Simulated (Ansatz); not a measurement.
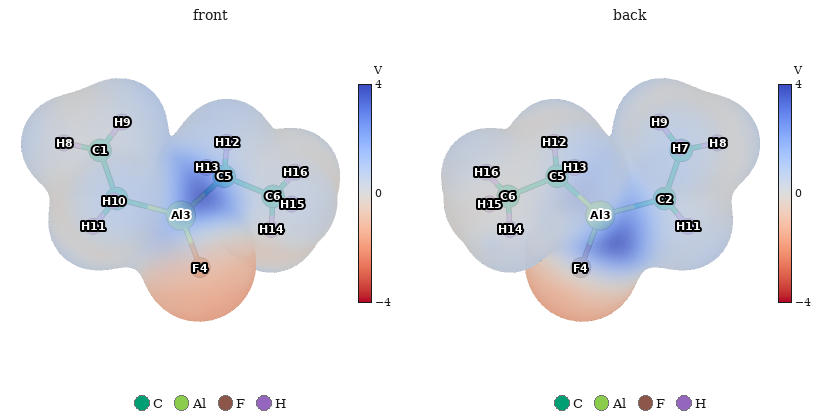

C$_{4}$H$_{10}$AlF (SMILES C[CH2][Al]([F])[CH2]C). The molecular electrostatic potential painted on the density surface at 0.002 e/bohr³, seen from the front and from behind; the colour scale runs from red (negative) to blue (positive).

Geometry: PBE0-D4/def2-TZVP.

Method: RKS PBE0-D4/def2-TZVPP (Ansatz).

The calculation's input:

```
crystal:
  periodic: [false, false, false]
  atoms:
    - {symbol: C, position_ang: [1.474656, -2.033405, 0.035104]}
    - {symbol: C, position_ang: [1.183915, -1.172571, -1.194773]}
    - {symbol: Al, position_ang: [-0.009426, 0.344301, -0.895496]}
    - {symbol: F, position_ang: [-0.354938, 1.300931, -2.207349]}
    - {symbol: C, position_ang: [-0.822888, 0.822407, 0.814409]}
    - {symbol: C, position_ang: [-1.730223, 2.052092, 0.826008]}
    - {symbol: H, position_ang: [0.561483, -2.466030, 0.453325]}
    - {symbol: H, position_ang: [2.147676, -2.864978, -0.193842]}
    - {symbol: H, position_ang: [1.942562, -1.453500, 0.835568]}
    - {symbol: H, position_ang: [2.119039, -0.785910, -1.619934]}
    - {symbol: H, position_ang: [0.754217, -1.785668, -1.997330]}
    - {symbol: H, position_ang: [-0.008104, 0.942505, 1.541856]}
    - {symbol: H, position_ang: [-1.370697, -0.059589, 1.174144]}
    - {symbol: H, position_ang: [-2.573376, 1.937075, 0.140638]}
    - {symbol: H, position_ang: [-1.194443, 2.951025, 0.511808]}
    - {symbol: H, position_ang: [-2.142353, 2.248514, 1.820364]}
basis:
  gaussian: {orbitals: def2-TZVPP}
hamiltonian: {xc: pbe0, dispersion: d4}
output: {orbitals: {seedname: orbitals}}
```

Run with:

```sh
ansatz run in.yaml --threads 4 --pin off --events-out ev --progress --plain --max-ram 11315MiB
```

### Describe the electrostatic potential map.

The most negative region (about −1.5 V) lies over F4, the most positive (about +3.5 V) over Al3.
